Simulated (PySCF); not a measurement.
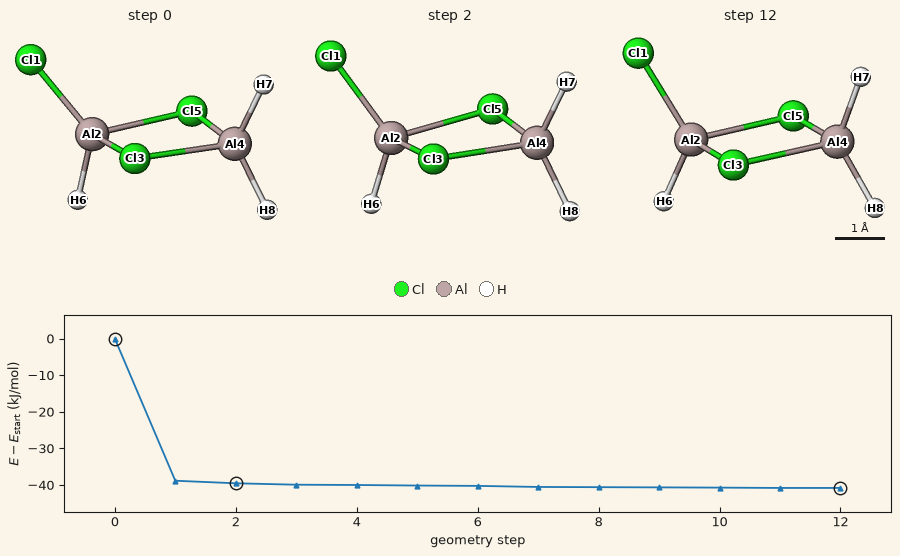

Frames of a relaxation of Al2H3Cl3, marked on the history of the run. A ball-and-stick model, seen at a tilt.

The start comes from GFN2-xTB. Its atoms were then displaced at random by about 0.01 Å.

Theory: PBE0-D3(BJ)/def2-SVP geometry optimisation, gas phase in PySCF 2.14.0, density-fitted response routines. 

Describe the path.

H6 moves most after the best rigid fit: 0.33 Å. By element the largest moves are H 0.33 Å, Cl 0.25 Å, Al 0.13 Å. Among the contacts that change: Al4–Cl5 2.211 → 2.322 Å, Cl1–Al2 1.987 → 2.098 Å, Cl3–Al4 2.220 → 2.325 Å, Al2–Cl3 2.209 → 2.290 Å. Bond angles that change, for instance: Cl3–Al2–H6 103.8° → 111.4°, Cl1–Al2–Cl3 114.6° → 107.1°, Cl5–Al2–H6 103.7° → 110.1°. Over 12 geometry steps the energy falls by 40.8 kJ/mol. From step 0 to 2: H6 moves most (0.18 Å), energy −39.5 kJ/mol. From step 2 to 12: Cl1 moves most (0.19 Å), energy −1.27 kJ/mol.
